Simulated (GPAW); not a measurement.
# Solvation calculation, with input and output: CH3FOSn (part 2 of 2)

CH3FOSn, SMILES C[O][Sn][F]; revPBE/sz(dzp), scalar-relativistic datasets, Held-Walter continuum solvent water (GPAW 26.7.0). The geometry comes from this level: GFN2-xTB.

Geometry of the input (Å):
```
C  0.3191  1.0300  0.0552
O  0.1694  -0.2688  0.5865
Sn -0.3268  -2.2004  0.7074
F  -1.2421  -2.6823  -1.1144
H  0.2055  1.0204  -1.0293
H  -0.4365  1.6906  0.4844
H  1.3115  1.4106  0.3103
```

**Log, continued**
```
-----------------------------------------------------------
Basic WFS set positions:             0.000     0.000   0.0% |
Basis functions set positions:       0.004     0.004   0.0% |
LCAO WFS Initialize:                 0.681     0.022   0.2% |
 Hamiltonian:                        0.659     0.000   0.0% |
  Atomic:                            0.067     0.001   0.0% |
   XC Correction:                    0.066     0.066   0.7% |
  Calculate atomic Hamiltonians:     0.002     0.002   0.0% |
  Communicate:                       0.000     0.000   0.0% |
  Hartree integrate/restrict:        0.028     0.028   0.3% |
  Initialize Hamiltonian:            0.000     0.000   0.0% |
  Poisson:                           0.176     0.010   0.1% |
   Communicate from 1D:              0.018     0.018   0.2% |
   Communicate from 2D:              0.017     0.017   0.2% |
   Communicate to 1D:                0.020     0.020   0.2% |
   Communicate to 2D:                0.018     0.018   0.2% |
   FFT 1D:                           0.026     0.026   0.3% |
   FFT 2D:                           0.068     0.068   0.7% |
  XC 3D grid:                        0.381     0.381   4.1% |-|
  vbar:                              0.005     0.005   0.1% |
P tci:                               0.003     0.003   0.0% |
SCF-cycle:                           7.069     0.003   0.0% |
 Density:                            0.625     0.000   0.0% |
  Atomic density matrices:           0.004     0.004   0.0% |
  Mix:                               0.565     0.565   6.0% |-|
  Multipole moments:                 0.001     0.001   0.0% |
  Normalize:                         0.002     0.002   0.0% |
  Pseudo density:                    0.053     0.002   0.0% |
   Calculate density matrix:         0.000     0.000   0.0% |
   Construct density:                0.050     0.050   0.5% |
   Symmetrize density:               0.000     0.000   0.0% |
 Hamiltonian:                        6.364     0.000   0.0% |
  Atomic:                            0.666     0.005   0.0% |
   XC Correction:                    0.661     0.661   7.0% |--|
  Calculate atomic Hamiltonians:     0.017     0.017   0.2% |
  Communicate:                       0.000     0.000   0.0% |
  Hartree integrate/restrict:        0.145     0.145   1.5% ||
  Poisson:                           1.716     0.072   0.8% |
   Communicate from 1D:              0.178     0.178   1.9% ||
   Communicate from 2D:              0.168     0.168   1.8% ||
   Communicate to 1D:                0.197     0.197   2.1% ||
   Communicate to 2D:                0.177     0.177   1.9% ||
   FFT 1D:                           0.267     0.267   2.8% ||
   FFT 2D:                           0.657     0.657   7.0% |--|
  XC 3D grid:                        3.773     3.773  40.1% |---------------|
  vbar:                              0.047     0.047   0.5% |
 LCAO eigensolver:                   0.077     0.001   0.0% |
  Calculate projections:             0.000     0.000   0.0% |
  DenseAtomicCorrection:             0.001     0.001   0.0% |
  Distribute overlap matrix:         0.000     0.000   0.0% |
  Orbital Layouts:                   0.002     0.002   0.0% |
  Potential matrix:                  0.073     0.073   0.8% |
ST tci:                              0.001     0.001   0.0% |
Set symmetry:                        0.000     0.000   0.0% |
TCI: Evaluate splines:               0.114     0.114   1.2% |
mktci:                               0.001     0.001   0.0% |
Other:                               1.526     1.526  16.2% |-----|
-----------------------------------------------------------
Total:                                         9.400 100.0%

Memory usage: 609.57 MiB
System changes: positions, numbers, cell, pbc, initial_charges, initial_magmoms

Initialize ...

species:
  C:
    name:    Carbon
    Z:       6.0
    valence: 4
    core:    2
    charge:  0.0  # [|e|]
    file:    C.revPBE.gz
    compensation charges:
      type: gauss
      rc: 0.20  # [Å]
      lmax: 2
    cutoffs:
      filter: 1.14  # [Å]
      core: 1.14  # [Å]
    projectors
    | kind |    occ | energy [eV] | rcut [Å] |
    |------|--------|-------------|----------|
    |   2s |  2.000 |     -13.783 |    0.635 |
    |   2p |  2.000 |      -5.237 |    0.635 |
    |    s |        |      13.429 |    0.635 |
    |    p |        |      21.974 |    0.635 |
    |    d |        |       0.000 |    0.635 |

    LCAO basis set for C:
      Name: sz(dzp)
      File: C.dzp.basis.gz
      Number of radial functions: 2
      Number of spherical harmonics: 4
        l=0, rc=5.5469 Bohr: 2s-sz confined orbital
        l=1, rc=6.6719 Bohr: 2p-sz confined orbital
      Number of RI-basis functions 0

  O:
    name:    Oxygen
    Z:       8.0
    valence: 6
    core:    2
    charge:  0.0  # [|e|]
    file:    O.revPBE.gz
    compensation charges:
      type: gauss
      rc: 0.21  # [Å]
      lmax: 2
    cutoffs:
      filter: 1.17  # [Å]
      core: 0.83  # [Å]
    projectors
    | kind |    occ | energy [eV] | rcut [Å] |
    |------|--------|-------------|----------|
    |   2s |  2.000 |     -23.998 |    0.688 |
    |   2p |  4.000 |      -8.969 |    0.598 |
    |    s |        |       3.214 |    0.688 |
    |    p |        |      18.243 |    0.598 |
    |    d |        |       0.000 |    0.619 |

    LCAO basis set for O:
      Name: sz(dzp)
      File: O.dzp.basis.gz
      Number of radial functions: 2
      Number of spherical harmonics: 4
        l=0, rc=4.3438 Bohr: 2s-sz confined orbital
        l=1, rc=5.3906 Bohr: 2p-sz confined orbital
      Number of RI-basis functions 0

  Sn:
    name:    Tin
    Z:       50.0
    valence: 14
    core:    36
    charge:  0.0  # [|e|]
    file:    Sn.revPBE.gz
    compensation charges:
      type: gauss
      rc: 0.38  # [Å]
      lmax: 2
    cutoffs:
      filter: 2.23  # [Å]
      core: 2.35  # [Å]
    projectors
    | kind |    occ | energy [eV] | rcut [Å] |
    |------|--------|-------------|----------|
    |   5s |  2.000 |     -10.469 |    1.201 |
    |   5p |  2.000 |      -3.642 |    1.270 |
    |   4d | 10.000 |     -25.826 |    1.185 |
    |    s |        |      16.742 |    1.201 |
    |    p |        |      23.569 |    1.270 |
    |    d |        |       1.385 |    1.185 |

    LCAO basis set for Sn:
      Name: sz(dzp)
      File: Sn.dzp.basis.gz
      Number of radial functions: 3
      Number of spherical harmonics: 9
        l=0, rc=7.1250 Bohr: 5s-sz confined orbital
        l=1, rc=9.5469 Bohr: 5p-sz confined orbital
        l=2, rc=4.0625 Bohr: 4d-sz confined orbital
      Number of RI-basis functions 0

  F:
    name:    Fluorine
    Z:       9.0
    valence: 7
    core:    2
    charge:  0.0  # [|e|]
    file:    F.revPBE.gz
    compensation charges:
      type: gauss
      rc: 0.20  # [Å]
      lmax: 2
    cutoffs:
      filter: 1.14  # [Å]
      core: 0.74  # [Å]
    projectors
    | kind |    occ | energy [eV] | rcut [Å] |
    |------|--------|-------------|----------|
    |   2s |  2.000 |     -29.933 |    0.635 |
    |   2p |  5.000 |     -11.043 |    0.635 |
    |    s |        |      -2.721 |    0.635 |
    |    p |        |      16.168 |    0.635 |
    |    d |        |       0.000 |    0.635 |

    LCAO basis set for F:
      Name: sz(dzp)
      File: F.dzp.basis.gz
      Number of radial functions: 2
      Number of spherical harmonics: 4
        l=0, rc=3.8594 Bohr: 2s-sz confined orbital
        l=1, rc=4.8750 Bohr: 2p-sz confined orbital
      Number of RI-basis functions 0

  H:
    name:    Hydrogen
    Z:       1.0
    valence: 1
    core:    0
    charge:  0.0  # [|e|]
    file:    H.revPBE.gz
    compensation charges:
      type: gauss
      rc: 0.15  # [Å]
      lmax: 2
    cutoffs:
      filter: 0.85  # [Å]
      core: 0.53  # [Å]
    projectors
    | kind |    occ | energy [eV] | rcut [Å] |
    |------|--------|-------------|----------|
    |   1s |  1.000 |      -6.547 |    0.476 |
    |    s |        |      20.664 |    0.476 |
    |    p |        |       0.000 |    0.476 |

    LCAO basis set for H:
      Name: sz(dzp)
      File: H.dzp.basis.gz
      Number of radial functions: 1
      Number of spherical harmonics: 1
        l=0, rc=6.4219 Bohr: 1s-sz confined orbital
      Number of RI-basis functions 0

Reference energy: -173842.252116  # eV

Spin-paired calculation

Convergence criteria:
 Maximum [total energy] change in last 3 cyles: 0.0005 eV / valence electron
 Maximum integral of absolute [dens]ity change: 0.0001 electrons / valence electron
 Maximum integral of absolute [eigenst]ate change: 4e-08 eV^2 / valence electron
 Maximum number of scf [iter]ations: 150
 (Square brackets indicate name in SCF output, whereas a 'c' in
 the SCF output indicates the quantity has converged.)

Symmetries present (total): 1

  ( 1  0  0)
  ( 0  1  0)
  ( 0  0  1)

1 k-point (Gamma)
1 k-point in the irreducible part of the Brillouin zone
       k-points in crystal coordinates                weights
   0:     0.00000000    0.00000000    0.00000000          1/1

Wave functions: LCAO
  Diagonalizer: Serial LAPACK
  Atomic Correction: dense with blas
  Data-type: float

Occupation numbers: # Zero width

Eigensolver
   LCAO using direct dense diagonalizer

Densities:
  Coarse grid: 72*80*68 grid
  Fine grid: 144*160*136 grid
  Total Charge: 0.000000

Density mixing:
  Method: separate
  Backend: msr1
  Linear mixing parameter: 0.05
  old densities: 10
  Width of damping distribution: 1.1
  Damping of long wavelength oscillations: 1  # (no daming)

Hamiltonian:
  XC and Coulomb potentials evaluated on a 144*160*136 grid
  Using the revPBE Exchange-Correlation functional
  Interpolation: tri-quintic (5. degree polynomial)
  Poisson solver: Jacobi weighted FD solver with dielectric and 4 multi-grid levels
    Coarsest grid: 18 x 20 x 17 points
    Stencil: Weighted Finite Difference Operator
      6*3+1=19 point O(h^6) finite-difference Laplacian
      Finite-difference x-derivative with O(h^6) error (6 points)
      Finite-difference y-derivative with O(h^6) error (6 points)
      Finite-difference z-derivative with O(h^6) error (6 points)
    Max iterations: 1000
    Tolerance: 2.000000e-10

  Solvation:
    Cavity:  EffectivePotentialCavity
      Surface Calculator: GradientSurface with 3 nn
      Volume Calculator: None
      EffectivePotentialCavity
        Potential: Power12Potential
          u0: 0.18eV
          pbc_cutoff: 1e-06
          tiny: 1e-10
        temperature: 298.15K    Dielectric:
      Type: LinearDielectric
      Solvent dielectric constant: 78.36    Interaction: SurfaceInteraction
      subscript: surf
      Surface_tension: 0.0011484376791625194 eV/(Angstrom^2)
XC parameters: revPBE with 2 nearest neighbor stencil

Memory estimate:
  Process memory now: 609.57 MiB
  Calculator: 864.60 MiB
    Density: 143.55 MiB
      Arrays: 75.99 MiB
      Localized functions: 10.22 MiB
      Mixer: 57.34 MiB
    Hamiltonian: 716.06 MiB
      Arrays: 49.70 MiB
      XC: 0.00 MiB
      Poisson: 56.72 MiB
      vbar: 0.77 MiB
      Solvation: 608.88 MiB
    Wavefunctions: 4.98 MiB
      C [qnM]: 0.00 MiB
      S, T [2 x qmm]: 0.01 MiB
      P [aqMi]: 0.00 MiB
      BasisFunctions: 4.97 MiB
      Eigensolver: 0.00 MiB

Total number of cores used: 1

Number of atoms: 7
Number of atomic orbitals: 24
Number of bands in calculation: 24
Number of valence electrons: 34
Bands to converge: occupied

... initialized

Initializing position-dependent things.

Solvation position-dependent initialization:
  Atomic radii for Power12Potential:
    Type    Radius   No. of atoms
       H     1.090     3
       F     1.470     1
       O     1.520     1
       C     1.700     1
      Sn     2.170     1

Density initialized from atomic densities
          .-------------------------------.
         /|                               |
        / |                               |
       /  |                               |
      /   |                               |
     /    |                               |
    /     |                               |
   /      |                               |
  /       |                               |
 *        |                               |
 |        |           H   H               |
 |        |           OC                  |
 |        |         Sn H                  |
 |        |                               |
 |        |      F                        |
 |        .-------------------------------.
 |       /                               /
 |      /                               /
 |     /                               /
 |    /                               /
 |   /                               /
 |  /                               /
 | /                               /
 |/                               /
 *-------------------------------*

Atomic positions and initial magnetic moments

Positions:
   0 C      6.764345    8.725820    6.378680    ( 0.0000,  0.0000,  0.0000)
   1 O      6.614665    7.427080    6.909980    ( 0.0000,  0.0000,  0.0000)
   2 Sn     6.118435    5.495430    7.030900    ( 0.0000,  0.0000,  0.0000)
   3 F      5.203205    5.013540    5.209100    ( 0.0000,  0.0000,  0.0000)
   4 H      6.650735    8.716230    5.294180    ( 0.0000,  0.0000,  0.0000)
   5 H      6.008745    9.386460    6.807940    ( 0.0000,  0.0000,  0.0000)
   6 H      7.756795    9.106460    6.633850    ( 0.0000,  0.0000,  0.0000)

Unit cell:
           periodic     x           y           z      points  spacing
  1. axis:    no    12.960000    0.000000    0.000000    72     0.1800
  2. axis:    no     0.000000   14.400000    0.000000    80     0.1800
  3. axis:    no     0.000000    0.000000   12.240000    68     0.1800

  Lengths:  12.960000  14.400000  12.240000
  Angles:   90.000000  90.000000  90.000000

Effective grid spacing dv^(1/3) = 0.1800

iter:   1 00:00:27   -28.609634        c
iter:   2 00:00:34   -27.913112        c -1.03
iter:   3 00:00:45   -25.355527        c -1.07
iter:   4 00:00:54   -25.147558        c -1.55
iter:   5 00:01:01   -25.070200        c -1.78
iter:   6 00:01:06   -25.064958        c -2.41
iter:   7 00:01:11   -25.066227c       c -2.70
iter:   8 00:01:16   -25.063798c       c -2.62
iter:   9 00:01:18   -25.063836c       c -4.01c

Converged after 9 iterations.

Dipole moment: (0.149840, -0.076538, 0.408285) |e|*Ang

Energy contributions relative to reference atoms: (reference = -173842.252116)

Kinetic:        +93.864328
Potential:      -86.525938
External:        +0.000000
XC:             -33.153428
Entropy (-ST):   +0.000000
Local:           +0.590946
Interactions
 surf:           +0.160257
--------------------------
Free energy:    -25.063836
Extrapolated:   -25.063836

Solvation cavity surface area: 139.54306
Solvation cavity volume: not calculated (no calculator defined)
 Band  Eigenvalues  Occupancy
    0    -25.95977    2.00000
    1    -25.64031    2.00000
    2    -25.24199    2.00000
    3    -25.18375    2.00000
    4    -25.11318    2.00000
    5    -24.54867    2.00000
    6    -24.05839    2.00000
    7    -17.62936    2.00000
    8    -12.40827    2.00000
    9    -11.96055    2.00000
   10    -11.87592    2.00000
   11     -8.87381    2.00000
   12     -6.47103    2.00000
   13     -6.38366    2.00000
   14     -5.75417    2.00000
   15     -5.67838    2.00000
   16     -5.56527    2.00000
   17     -2.06920    0.00000
   18      0.11146    0.00000
   19      0.51894    0.00000
   20      4.46442    0.00000
   21      5.65797    0.00000
   22      5.69227    0.00000
   23      6.07477    0.00000

Fermi level: -3.81723

Gap: 3.496 eV
Transition (v -> c):
  (s=0, k=0, n=16, [0.00, 0.00, 0.00]) -> (s=0, k=0, n=17, [0.00, 0.00, 0.00])
No difference between direct/indirect transitions
Solvation free energy   -4.19 kcal/mol
Dipole 1.654 D in gas, 2.121 D in solution
```

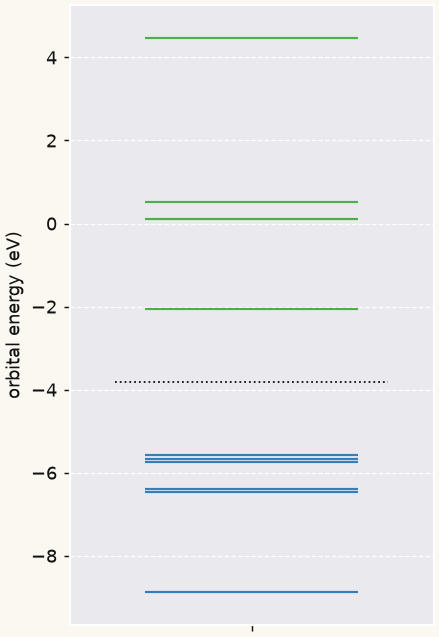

*Orbital energies near the frontier; the dotted line parts filled from empty levels, and levels within 0.02 eV of each other stand side by side.*

Highest filled −5.57 eV, lowest empty −2.07 eV, 3.50 eV apart.

**Results in brief**

| quantity | value |
| --- | --- |
| outcome | converged |
| energy relative to the program's reference atoms | −25.0638 eV |
| basis functions | 24 |
| HOMO | −5.57 eV |
| LUMO | −2.07 eV |
| dipole moment | 2.12 D |
| wall time | 78 s |
| peak memory | 1.2 GiB |
